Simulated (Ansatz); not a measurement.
# AlGaHF+ (doublet): from Hartree-Fock to the top rungs, cc-pVDZ

Aim: climb from Hartree-Fock through coupled cluster for AlGaHF+ (doublet) at one geometry and basis, and see what each rung misses.

The runs use Ansatz 0.2.0, Gaussian basis; cc-pVDZ, core rule «outside noble gas», up to 20 orbitals frozen.

The runs, in order: UHF; CCSD(T) on ROHF; CCSD(T) on UHF; BCCD(T) on ROHF; CISD as a restricted active space (open shells left free, so some higher excitations enter); CCSDT(Q) on ROHF; CCSDT(Q) on UHF.

4 further runs of the same task are left out: 4 set aside as unsound or not needed. Runs told in other sessions of the task aren't counted.

## (1) What is computed

The geometry is a PBE0/def2-TZVP stationary point (not a proven minimum) of the parent state, kept for this charge and spin. No spin-orbit coupling is included. The filled d shell of Ga may be among the frozen orbitals whatever the setting's name suggests.

4 atoms, charge 1, spin multiplicity 2.

Atoms are counted from 1 here; the program's logs count them from 0.

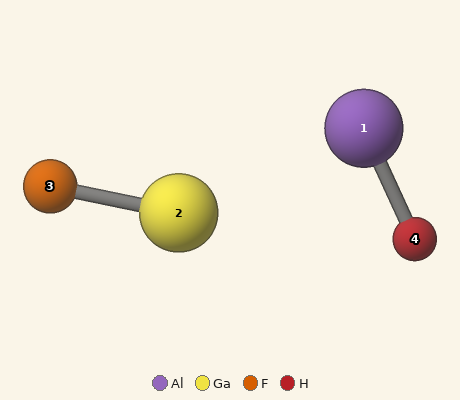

The structure; aluminium purple, gallium yellow, fluorine orange, hydrogen red; atoms are numbered from 1 in the order of the file.

In the tables R marks a restricted open-shell determinant and U an unrestricted one; energies count from the table's Hartree-Fock row.

## (2) UHF

in.yaml reads:

```yaml
crystal:
  periodic: [false, false, false]
  atoms:
    - {symbol: Al, position_ang: [0.000000, -0.316483, 2.307778]}
    - {symbol: Ga, position_ang: [0.000000, 0.239515, -0.387410]}
    - {symbol: F, position_ang: [0.000000, -0.498414, -1.995707]}
    - {symbol: H, position_ang: [0.000000, 1.298269, 2.638305]}
basis:
  gaussian: {orbitals: cc-pVDZ}
total_charge: 1
magnetization: {spin_polarized: true, initial_magnetization: 1}
hamiltonian: {xc: hf}
output: {orbitals: {seedname: orbitals}}
```

Command:

```
$ ansatz run in.yaml --threads 1 --pin off --events-out ev --progress --plain --max-ram 4096MiB --backend cpu
```

What it wrote:

```text
Functional definition: HF
  name "HF"
  cite "Fock, Z. Phys. 61, 126 (1930) doi:10.1007/BF01340294"
  parent pbe
  exchange = exact_x
  correlation = 0
679 factors; integrals over basis functions are off by at most 8.9e-4 eV
mean field evaluation 1: about -61622.3457 eV, gradient 4.6e1 eV
mean field evaluation 2: about -61622.3868 eV, gradient 4.6e1 eV
mean field evaluation 4: about -61631.2078 eV, gradient 3.6e0 eV
mean field evaluation 8: about -61631.4638 eV, gradient 2.5e-1 eV
mean field evaluation 16: about -61629.6094 eV, gradient 6.6e0 eV
mean field evaluation 32: about -61624.9074 eV, gradient 1.2e1 eV
mean field evaluation 64: about -61622.1250 eV, gradient 1.5e1 eV
mean field evaluation 96: about -61625.4589 eV, gradient 1.9e0 eV
mean field evaluation 128: about -61624.8966 eV, gradient 3.2e0 eV
mean field evaluation 160: about -61617.5415 eV, gradient 4.5e1 eV
mean field -61631.46879402 eV, -2264.9147028704 hartree, gradient 1.5e-5 eV, S^2 0.784539; 1 other end points of the search recorded, 0 dependent functions left out
reference -61631.46879402 eV, -2264.9147028704 hartree; 27, 26 occupied and 37, 38 virtual orbitals, 679 factors
Total energy: -61631.46879402 eV, -2264.9147028704 hartree
```

Wall time 4.2 s (1 thread of AMD EPYC 7R13, shared host).

From the report: ⟨S²⟩ of the determinant 0.785 (pure doublet: 0.75).

## (3) CCSD(T) on ROHF

Edit in.yaml of step 2 so:

```diff
@@ -10,4 +10,3 @@
 total_charge: 1
-magnetization: {spin_polarized: true, initial_magnetization: 1}
-hamiltonian: {xc: hf}
-output: {orbitals: {seedname: orbitals}}
+magnetization: {spin_polarized: false, initial_magnetization: 1}
+correlation: {method: ccsd_t, electrons: outside_noble_gas}
```

Launched as before.

What it wrote (excerpt; [...] marks lines left out):

```text
Functional definition: HF
  name "HF"
  cite "Fock, Z. Phys. 61, 126 (1930) doi:10.1007/BF01340294"
  parent pbe
[...]
679 factors; integrals over basis functions are off by at most 8.9e-4 eV
[...]
mean field -61631.39238389 eV, -2264.9118948500 hartree, gradient 1.5e-6 eV, S^2 0.750000; 3 other end points of the search recorded, 0 dependent functions left out
[...]
determinant -61631.39238389 eV, -2264.9118948500 hartree, with singles and doubles -61639.47611869 eV, -2265.2089666244 hartree
determinant -61628.39996795 eV, -2264.8019255924 hartree, with singles and doubles -61636.87435419 eV, -2265.1133535425 hartree
determinant -61628.17908512 eV, -2264.7938082982 hartree, with singles and doubles -61636.98942573 eV, -2265.1175823438 hartree
20 core orbitals not correlated, not the lowest: weight in the atoms' cores, before any rotation towards them, 0.944 or more for the frozen orbitals, at most 0.053 for the correlated occupied ones
reference -61631.39238389 eV, -2264.9118948500 hartree; 7, 6 occupied and 37, 38 virtual orbitals, 679 factors
second order -7.48303300 eV of doubles, -0.02614220 eV of singles
cycle   1  -8.08699733 eV  change   -3.3e-3 eV  update   2.8e-3
[...]
cycle  10  -8.08855936 eV  change    1.7e-6 eV  update   7.1e-6
perturbative correction -0.19206445 eV, -0.0070582383 hartree
Total energy: -61639.67300770 eV, -2265.2162021621 hartree
```

Wall time 9 s (1 thread of AMD EPYC 7R13, shared host).

From the report: correlation -8.2806 eV; T1 0.029; largest double amplitude 0.05.

## (4) CCSD(T) on UHF

Edit in.yaml of step 3 so:

```diff
@@ -10,3 +10,3 @@
 total_charge: 1
-magnetization: {spin_polarized: false, initial_magnetization: 1}
+magnetization: {spin_polarized: true, initial_magnetization: 1}
 correlation: {method: ccsd_t, electrons: outside_noble_gas}
```

The command is unchanged.

What it wrote (excerpt; [...] marks lines left out):

```text
Functional definition: HF
  name "HF"
  cite "Fock, Z. Phys. 61, 126 (1930) doi:10.1007/BF01340294"
  parent pbe
[...]
679 factors; integrals over basis functions are off by at most 8.9e-4 eV
[...]
mean field -61631.46879402 eV, -2264.9147028704 hartree, gradient 3.6e-6 eV, S^2 0.784539; 3 other end points of the search recorded, 0 dependent functions left out
determinant -61631.46879402 eV, -2264.9147028704 hartree, with singles and doubles -61639.48127740 eV, -2265.2091562033 hartree
determinant -61628.57903400 eV, -2264.8085061481 hartree, with singles and doubles -61636.83168685 eV, -2265.1117855465 hartree
20 core orbitals not correlated, not the lowest: weight in the atoms' cores, before any rotation towards them, 0.943 or more for the frozen orbitals, at most 0.054 for the correlated occupied ones
reference -61631.46879402 eV, -2264.9147028704 hartree; 7, 6 occupied and 37, 38 virtual orbitals, 679 factors
second order -7.43875441 eV of doubles, -0.00000000 eV of singles
cycle   1  -8.01507888 eV  change   -2.6e-3 eV  update   2.7e-3
[...]
cycle  10  -8.01642456 eV  change   -2.2e-7 eV  update   7.5e-6
perturbative correction -0.18867549 eV, -0.0069336963 hartree
Total energy: -61639.67389408 eV, -2265.2162347358 hartree
```

Run time: 14 s. Hardware: 1 thread of AMD EPYC 7R13, shared host.

From the report: ⟨S²⟩ of the determinant 0.785 (pure doublet: 0.75); correlation -8.2051 eV; T1 0.026; largest double amplitude 0.04.

## (5) BCCD(T) on ROHF

Edit in.yaml of step 4 so:

```diff
@@ -10,3 +10,3 @@
 total_charge: 1
-magnetization: {spin_polarized: true, initial_magnetization: 1}
-correlation: {method: ccsd_t, electrons: outside_noble_gas}
+magnetization: {spin_polarized: false, initial_magnetization: 1}
+correlation: {method: bccd_t, electrons: outside_noble_gas}
```

The command is unchanged.

What it wrote (excerpt; [...] marks lines left out):

```text
Functional definition: HF
  name "HF"
  cite "Fock, Z. Phys. 61, 126 (1930) doi:10.1007/BF01340294"
  parent pbe
[...]
679 factors; integrals over basis functions are off by at most 8.9e-4 eV
[...]
mean field -61631.39238389 eV, -2264.9118948500 hartree, gradient 1.5e-6 eV, S^2 0.750000; 3 other end points of the search recorded, 0 dependent functions left out
[...]
determinant -61631.39238389 eV, -2264.9118948500 hartree, with singles and doubles -61639.47611869 eV, -2265.2089666244 hartree
determinant -61628.39996795 eV, -2264.8019255924 hartree, with singles and doubles -61636.87435419 eV, -2265.1133535425 hartree
determinant -61628.17908512 eV, -2264.7938082982 hartree, with singles and doubles -61636.98942573 eV, -2265.1175823438 hartree
20 core orbitals not correlated, not the lowest: weight in the atoms' cores, before any rotation towards them, 0.944 or more for the frozen orbitals, at most 0.053 for the correlated occupied ones
reference -61631.39238389 eV, -2264.9118948500 hartree; 7, 6 occupied and 37, 38 virtual orbitals, 679 factors
second order -7.48303300 eV of doubles, -0.02614220 eV of singles
cycle   1  -8.05012392 eV  change    3.4e-2 eV  update   1.8e-2
[...]
cycle  12  -8.05449830 eV  change   -6.4e-6 eV  update   1.3e-5
perturbative correction -0.23413940 eV, -0.0086044643 hartree
Total energy: -61639.68102160 eV, -2265.2164966674 hartree
```

It took 10 s on 1 thread of AMD EPYC 7R13, shared host.

From the report: correlation -8.2886 eV; largest double amplitude 0.04.

## (6) CISD as a restricted active space (open shells left free, so some higher excitations enter)

Edit in.yaml of step 5 so:

```diff
@@ -11,2 +11,2 @@
 magnetization: {spin_polarized: false, initial_magnetization: 1}
-correlation: {method: bccd_t, electrons: outside_noble_gas}
+correlation: {active_space: {ras: {orbitals: [6, 1, 37], electrons: 13, max_holes: 2, max_particles: 2}, fixed_orbitals: true}}
```

Launched as before.

What it wrote:

```text
Functional definition: HF
  name "HF"
  cite "Fock, Z. Phys. 61, 126 (1930) doi:10.1007/BF01340294"
  parent pbe
  exchange = exact_x
  correlation = 0
679 factors; integrals over basis functions are off by at most 8.9e-4 eV
mean field evaluation 1: about -61622.2775 eV, gradient 6.5e1 eV
mean field evaluation 2: about -61622.3180 eV, gradient 6.5e1 eV
mean field evaluation 4: about -61629.9691 eV, gradient 2.1e1 eV
mean field evaluation 8: about -61631.3863 eV, gradient 7.3e-1 eV
mean field evaluation 16: about -61631.3924 eV, gradient 1.5e-6 eV
mean field evaluation 32: about -61629.6688 eV, gradient 6.7e0 eV
mean field -61631.39238389 eV, -2264.9118948500 hartree, gradient 1.5e-6 eV, S^2 0.750000; 1 other end points of the search recorded, 0 dependent functions left out
reference -61631.39238389 eV, -2264.9118948500 hartree; 27, 26 occupied and 37, 38 virtual orbitals, 679 factors
state -61637.55898375 eV, -2265.1385132149 hartree
Total energy: -61637.55898375 eV, -2265.1385132149 hartree
```

Run time: 4.8 s. Hardware: 1 thread of AMD EPYC 7R13, shared host.

From the report: 67,617 determinants.

## (7) CCSDT(Q) on ROHF

Edit in.yaml of step 6 so:

```diff
@@ -11,2 +11,2 @@
 magnetization: {spin_polarized: false, initial_magnetization: 1}
-correlation: {active_space: {ras: {orbitals: [6, 1, 37], electrons: 13, max_holes: 2, max_particles: 2}, fixed_orbitals: true}}
+correlation: {method: ccsdt_q, electrons: outside_noble_gas}
```

Command:

```
$ ansatz run in.yaml --threads 2 --pin off --events-out ev --progress --plain --max-ram 24576MiB --backend cuda --devices 0, --max-vram 18GiB
```

What it wrote (excerpt; [...] marks lines left out):

```text
Functional definition: HF
  name "HF"
  cite "Fock, Z. Phys. 61, 126 (1930) doi:10.1007/BF01340294"
  parent pbe
[...]
1218 factors; integrals over basis functions are off by at most 1.7e-7 eV
[...]
mean field -61631.39256127 eV, -2264.9119013684 hartree, gradient 4.4e-6 eV, S^2 0.750000; 3 other end points of the search recorded, 0 dependent functions left out
[...]
determinant -61631.39256127 eV, -2264.9119013684 hartree, with singles and doubles -61639.47630605 eV, -2265.2089735098 hartree
determinant -61628.40015885 eV, -2264.8019326076 hartree, with singles and doubles -61636.87455060 eV, -2265.1133607606 hartree
determinant -61628.17926615 eV, -2264.7938149509 hartree, with singles and doubles -61636.98962302 eV, -2265.1175895939 hartree
20 core orbitals not correlated, not the lowest: weight in the atoms' cores, before any rotation towards them, 0.944 or more for the frozen orbitals, at most 0.053 for the correlated occupied ones
reference -61631.39256127 eV, -2264.9119013684 hartree; 7, 6 occupied and 37, 38 virtual orbitals, 1218 factors
second order -7.48307315 eV of doubles, -0.02614240 eV of singles
cycle   1  -7.66281422 eV  change   -1.5e-1 eV  update   1.2e-1
[...]
cycle  24  -8.30926788 eV  change   -1.8e-7 eV  update   1.3e-6
perturbative correction -0.01515802 eV, -0.0005570468 hartree
Total energy: -61639.71698717 eV, -2265.2178183776 hartree
```

Wall time 15 s (1 × H100 (card shared with other runs) with 2 threads of AMD EPYC 7R13, shared host); peak host memory 0.87 GiB.

From the report: correlation -8.3244 eV; T1 0.030; largest double amplitude 0.05.

## (8) CCSDT(Q) on UHF

Edit in.yaml of step 7 so:

```diff
@@ -10,3 +10,3 @@
 total_charge: 1
-magnetization: {spin_polarized: false, initial_magnetization: 1}
+magnetization: {spin_polarized: true, initial_magnetization: 1}
 correlation: {method: ccsdt_q, electrons: outside_noble_gas}
```

The command is unchanged.

What it wrote (excerpt; [...] marks lines left out):

```text
Functional definition: HF
  name "HF"
  cite "Fock, Z. Phys. 61, 126 (1930) doi:10.1007/BF01340294"
  parent pbe
[...]
1218 factors; integrals over basis functions are off by at most 1.7e-7 eV
[...]
mean field -61631.46897228 eV, -2264.9147094214 hartree, gradient 3.4e-6 eV, S^2 0.784540; 4 other end points of the search recorded, 0 dependent functions left out
determinant -61631.46897228 eV, -2264.9147094214 hartree, with singles and doubles -61639.48146527 eV, -2265.2091631073 hartree
determinant -61628.71957177 eV, -2264.8136708161 hartree, with singles and doubles -61636.81105140 eV, -2265.1110272077 hartree
determinant -61628.57922884 eV, -2264.8085133084 hartree, with singles and doubles -61636.83189283 eV, -2265.1117931162 hartree
20 core orbitals not correlated, not the lowest: weight in the atoms' cores, before any rotation towards them, 0.943 or more for the frozen orbitals, at most 0.054 for the correlated occupied ones
reference -61631.46897228 eV, -2264.9147094214 hartree; 7, 6 occupied and 37, 38 virtual orbitals, 1218 factors
second order -7.43879302 eV of doubles, -0.00000000 eV of singles
cycle   1  -7.58765355 eV  change   -1.5e-1 eV  update   1.2e-1
[...]
cycle  22  -8.23348883 eV  change    4.0e-7 eV  update   1.4e-6
perturbative correction -0.02256204 eV, -0.0008291396 hartree
Total energy: -61639.72502315 eV, -2265.2181136945 hartree
```

Wall time 7.5 s (1 × H100 (card shared with other runs) with 2 threads of AMD EPYC 7R13, shared host); peak host memory 0.85 GiB.

From the report: ⟨S²⟩ of the determinant 0.785 (pure doublet: 0.75); correlation -8.2561 eV; T1 0.027; largest double amplitude 0.05.

## (9) The ladder

The yardstick is UCCSDT(Q), where the cluster series has nearly closed. Rows without a time are mean-field rows or come out of runs for another level: lower rungs of the coupled-cluster runs, or the Hartree-Fock search.

Differences are taken before rounding.

```csv
method,energy from the lowest ROHF (meV),from UCCSDT(Q) (meV),time
ROHF,0.0,+8332.6,
UHF,-76.4,+8256.2,
RMP2,-7509.2,+823.5,
UMP2,-7515.2,+817.5,
RCCSD,-8088.6,+244.1,
UCCSD,-8092.8,+239.8,
RCCSD(T),-8280.6,+52.0,9 s
UCCSD(T),-8281.5,+51.1,14 s
BCCD(T),-8288.6,+44.0,10 s
RCCSDT,-8309.4,+23.2,
UCCSDT,-8310.1,+22.6,
RCCSDT(Q),-8324.6,+8.0,15 s (GPU)
UCCSDT(Q),-8332.6,0,7.5 s (GPU)
```

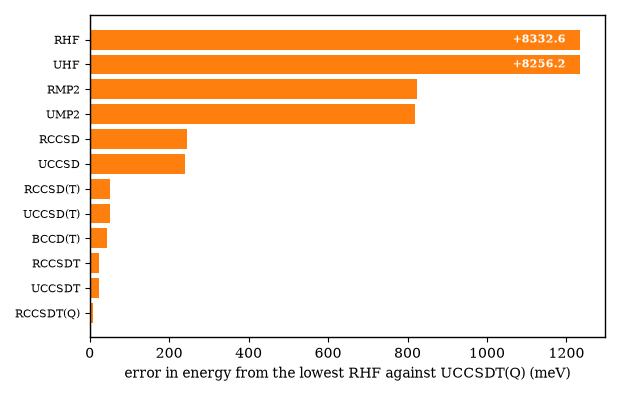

Deviations from UCCSDT(Q), method by method. Bars with a number in them are cut short.

Some runs used a GPU and others CPU threads alone; cost is compared among the CPU runs only.

Not comparable, so not listed: CISD as a restricted active space (open shells left free, so some higher excitations enter) (they don't share determinant, frozen orbitals or solution with the rows shown, or repeat one).

## (10) Outcome

```
                         quantity                      value
    UCCSDT(Q) from the ROHF energy                 -8.3326 eV
              RMP2 from UCCSDT(Q)                 +823.5 meV
              UMP2 from UCCSDT(Q)                 +817.5 meV
             RCCSD from UCCSDT(Q)                 +244.1 meV
          RCCSD(T) from UCCSDT(Q)                  +52.0 meV
          UCCSD(T) from UCCSDT(Q)                  +51.1 meV
         RCCSDT(Q) from UCCSDT(Q)                   +8.0 meV
levels within 1 kcal/mol (43 meV)  RCCSDT, UCCSDT, RCCSDT(Q)
                    T1 diagnostic                      0.029
```

**Reading.** RCCSD(T) lands +52.0 meV from the yardstick (0.6 % of the correlation energy). These misses are within one basis, not against nature; the frozen cores of restricted and unrestricted runs differ, which can shift their rows.
